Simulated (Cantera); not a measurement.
A closed system holds: 1 mol Ti(NMe₂)₄, 0.63 mol C₃H₈, held at 0.000460 bar.

Equilibrium computed with Cantera from the NASA thermochemical tables; the gas is ideal and each condensed phase is pure. Candidate condensed phases: C, C₆H₆, C₇H₈, C₈H₁₈, Ti, TiC, TiN; 93 gas species. The feed counts by its element totals alone. TiC: taken at fixed stoichiometry. The numbers say what is thermodynamically allowed, not how fast it happens.

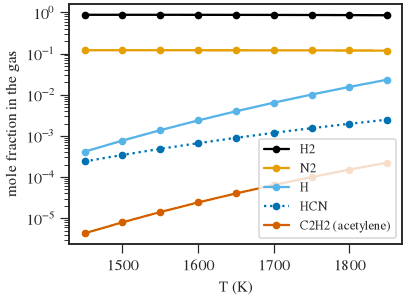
*Equilibrium gas composition (values under 1e-9 drawn at 1e-9)*

From 1450 K to 1850 K the condensed part is C(graphite) + TiC(s).
